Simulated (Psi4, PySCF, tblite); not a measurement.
Approach curve of the dimer CH4 ··· CF4 (SMILES C and FC(F)(F)F). Monomers: optimised at B3LYP-D3(BJ) (def2-TZVP), held rigid. Orientation: lowest of the rigid-body minima from ten starts at GFN2-xTB. The monomers approach along the line of their centres of mass (distance R); nothing else relaxes.

Geometry at R = 3.66 Å (first 5 atoms: monomer A):
```
10

C      0.0000     0.0000     0.0000
H      0.8251    -0.1749    -0.6890
H     -0.3548     1.0238    -0.1109
H      0.3411    -0.1573     1.0223
H     -0.8115    -0.6916    -0.2224
F     -2.5213     1.7369     1.6008
C     -2.8013     0.6315     2.2772
F     -3.8208     0.8600     3.0936
F     -3.1217    -0.3366     1.4295
F     -1.7412     0.2661     2.9851
```

- RKS-M06-2X/6-31G* = restricted M06-2X/6-31G*, spherical d, no counterpoise correction in PySCF 2.14.0
- GFN2-xTB (tblite)
- PBE-D3(BJ)/def2-TZVP, counterpoise-corrected (Psi4)
- SCS-MP2/aug-cc-pVDZ = DF-SCS-MP2/aug-cc-pVDZ, frozen core, counterpoise-corrected (Psi4)
- SAPT0/jun-cc-pVDZ, frozen core (Psi4)

Interaction energies in kJ/mol (negative: bound); R is the distance of the centres of mass, d the H3···F6 distance.

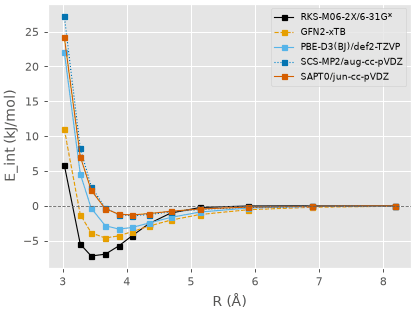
Interaction energy against separation.

```json
[
 {"R / Å": "3.02", "d / Å": "2.21", "RKS-M06-2X/6-31G*": "5.88", "GFN2-xTB": "11.01", "PBE-D3(BJ)/def2-TZVP": "22.12", "SCS-MP2/aug-cc-pVDZ": "27.30", "SAPT0/jun-cc-pVDZ": "24.24"},
 {"R / Å": "3.27", "d / Å": "2.46", "RKS-M06-2X/6-31G*": "-5.52", "GFN2-xTB": "-1.29", "PBE-D3(BJ)/def2-TZVP": "4.56", "SCS-MP2/aug-cc-pVDZ": "8.24", "SAPT0/jun-cc-pVDZ": "7.05"},
 {"R / Å": "3.44", "d / Å": "2.63", "RKS-M06-2X/6-31G*": "-7.22", "GFN2-xTB": "-3.89", "PBE-D3(BJ)/def2-TZVP": "-0.36", "SCS-MP2/aug-cc-pVDZ": "2.75", "SAPT0/jun-cc-pVDZ": "2.21"},
 {"R / Å": "3.66", "d / Å": "2.85", "RKS-M06-2X/6-31G*": "-6.96", "GFN2-xTB": "-4.64", "PBE-D3(BJ)/def2-TZVP": "-2.86", "SCS-MP2/aug-cc-pVDZ": "-0.33", "SAPT0/jun-cc-pVDZ": "-0.44"},
 {"R / Å": "3.87", "d / Å": "3.06", "RKS-M06-2X/6-31G*": "-5.77", "GFN2-xTB": "-4.32", "PBE-D3(BJ)/def2-TZVP": "-3.36", "SCS-MP2/aug-cc-pVDZ": "-1.29", "SAPT0/jun-cc-pVDZ": "-1.22"},
 {"R / Å": "4.08", "d / Å": "3.27", "RKS-M06-2X/6-31G*": "-4.30", "GFN2-xTB": "-3.72", "PBE-D3(BJ)/def2-TZVP": "-3.12", "SCS-MP2/aug-cc-pVDZ": "-1.45", "SAPT0/jun-cc-pVDZ": "-1.32"},
 {"R / Å": "4.34", "d / Å": "3.53", "RKS-M06-2X/6-31G*": "-2.58", "GFN2-xTB": "-2.93", "PBE-D3(BJ)/def2-TZVP": "-2.49", "SCS-MP2/aug-cc-pVDZ": "-1.26", "SAPT0/jun-cc-pVDZ": "-1.13"},
 {"R / Å": "4.68", "d / Å": "3.87", "RKS-M06-2X/6-31G*": "-1.06", "GFN2-xTB": "-2.07", "PBE-D3(BJ)/def2-TZVP": "-1.68", "SCS-MP2/aug-cc-pVDZ": "-0.90", "SAPT0/jun-cc-pVDZ": "-0.80"},
 {"R / Å": "5.14", "d / Å": "4.33", "RKS-M06-2X/6-31G*": "-0.25", "GFN2-xTB": "-1.26", "PBE-D3(BJ)/def2-TZVP": "-0.90", "SCS-MP2/aug-cc-pVDZ": "-0.53", "SAPT0/jun-cc-pVDZ": "-0.47"},
 {"R / Å": "5.89", "d / Å": "5.08", "RKS-M06-2X/6-31G*": "-0.04", "GFN2-xTB": "-0.57", "PBE-D3(BJ)/def2-TZVP": "-0.33", "SCS-MP2/aug-cc-pVDZ": "-0.23", "SAPT0/jun-cc-pVDZ": "-0.20"},
 {"R / Å": "6.89", "d / Å": "6.08", "RKS-M06-2X/6-31G*": "-0.02", "GFN2-xTB": "-0.22", "PBE-D3(BJ)/def2-TZVP": "-0.11", "SCS-MP2/aug-cc-pVDZ": "-0.09", "SAPT0/jun-cc-pVDZ": "-0.07"},
 {"R / Å": "8.17", "d / Å": "7.36", "RKS-M06-2X/6-31G*": "-0.01", "GFN2-xTB": "-0.07", "PBE-D3(BJ)/def2-TZVP": "-0.04", "SCS-MP2/aug-cc-pVDZ": "-0.03", "SAPT0/jun-cc-pVDZ": "-0.03"}
]
```

Lowest grid point: RKS-M06-2X/6-31G* -7.22 kJ/mol at R = 3.44 Å; GFN2-xTB -4.64 kJ/mol at R = 3.66 Å; PBE-D3(BJ)/def2-TZVP -3.36 kJ/mol at R = 3.87 Å; SCS-MP2/aug-cc-pVDZ -1.45 kJ/mol at R = 4.08 Å; SAPT0/jun-cc-pVDZ -1.32 kJ/mol at R = 4.08 Å.
